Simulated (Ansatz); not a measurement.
## Fields on a plane of TaSi2 (CrSi2 type, space group P6_222)

```
TaSi2
1.0
    4.77602     0.00000     0.00000
   -2.38801     4.13616     0.00000
    0.00000     0.00000     6.56279
Ta Si
3 6
Cartesian
  2.38801   0.00000   0.00000
  1.19401   2.06808   2.18760
 -1.19401   2.06808   4.37519
  0.00000   1.31045   0.00000
  3.64113   0.65523   2.18760
  1.25312   3.48093   4.37519
  2.38801   2.82570   0.00000
 -1.25312   3.48093   2.18760
  1.13489   0.65523   4.37519
```

The slice is a (1 -1 0 0) plane (indices of the conventional cell) through the point (0.842, 0.683, 0.000) (fractional), spanned by u = [110] and v = [001] in vectors of this cell: u (4.78 Å) and v (6.56 Å, at 90° to u). It covers one period; positions are fractions (u, v).

Atoms on it: Si at (0.00, 0.00); Si at (0.48, 0.67). Other atoms lie within 1 Å of the plane.

These are r2SCAN (plane waves to 500 eV, PAW, scalar-relativistic; Ansatz, a first-principles code) values and carry that method's errors. k mesh 11×11×7. These are valence fields of a PAW run, semicore shells included where kept as valence: close to a nucleus they are smooth pseudo fields. Spin-orbit coupling is left out, though Ta is heavy. TaSi2 is run without spin polarisation. TaSi2 was relaxed with its symmetry unable to fall.

```
|xxxx--%%##**++++++++--::--****--xx|
|----++**++====******==::::==****==|
|@@%%**==::::==**####++--..::++%%@@|
|@@%%++::..::++%%@@@@##==::..==##@@|
|##**==::::==**%%@@@@%%**--..::++##|
|****====++**++----==****==::::==++|
|++++++**##%%==xxxxxx::****--::--++|
|++++++**%%@@==xxxxxx::####++====++|
|++==++**%%%%++xxxxxx++@@%%**++==++|
|==----==**##**==--++@@@@%%**++++++|
|==--::--==**##%%@@@@@@%%**========|
|--------==++##%%@@@@##==..  ..::--|
|==++++==++**##%%%%**::          ::|
|==####++++**%%%%**::  ::++++::    |
|++%%%%**==**@@@@**....**%%%%**..  |
|++@@@@**==**@@@@++  ..##@@@@##::  |
|++@@@@##==**%%%%++  ..**%%%%**..  |
|**%%%%##++++####==..  ::++++::  ::|
|##%%%%**++==++++==::          ::++|
|@@@@##**==----------::..  ..--##@@|
|@@%%%%**==--::--==========++%%@@@@|
|--==**##**==----==++++++**%%@@@@**|
|xxxx==%%%%**++==++++==++**%%@@**xx|
|xxxx--%%%%##++++++++====++####--xx|
```
Scale: ten equal steps from 0.16 (start of ' ') to 0.76 (end of '@'), in the order ' .:-=+*#%@'. Values: electron localisation function (ELF). The map has 17 points along u (two characters each, u = 0 at the left) and 24 along v (v = 0 in the bottom row). Points within 0.5 Å of a nucleus are blanked (x), as the pseudised field means little there.

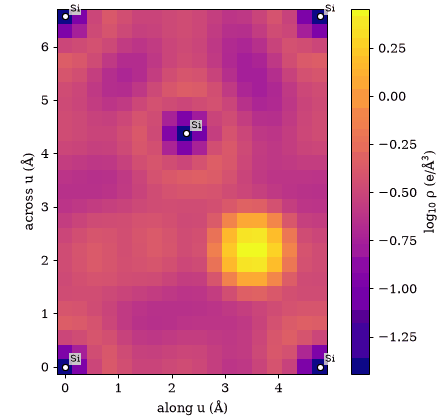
*Log₁₀ of the valence density in e/Å³, one period of the plane, atoms marked. The scale is logarithmic, as a density can span decades between atoms and voids.*
